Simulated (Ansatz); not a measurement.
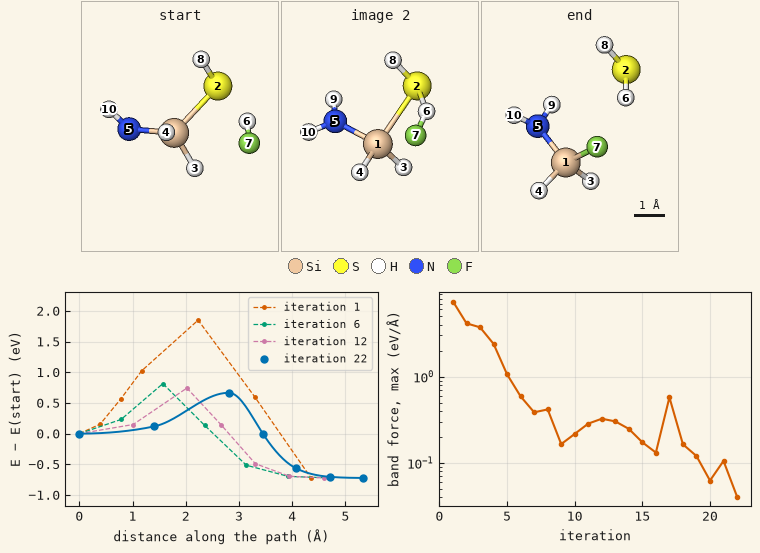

A nudged-elastic-band calculation for SiNH₆SF. Images are numbered from 0 (start) to 6 (end). The plot follows the band through its iterations. Style: ball-and-stick. Shown at a tilt.

Method: Ansatz, UKS PBE-D4/def2-SVP. Set-up: 5 movable images; climbing image; force threshold 0.05 eV/Å; iteration limit 60; spring constant 20.0 eV/Å²; starting path through a guess of the saddle point.

**Did the band converge, and can the barrier be trusted?**

The run is converged, with reservations. The band converged in 22 iterations. The largest component of the band force went from 7.4 to 0.041 eV/Å. The climbing image converged on the top of the path. Its curvatures weren't checked. The first iteration put the highest image at 1.85 eV. The highest point, image 2, lies 0.67 eV above the start and 1.39 eV above the end; the end is at −0.72 eV relative to the start.
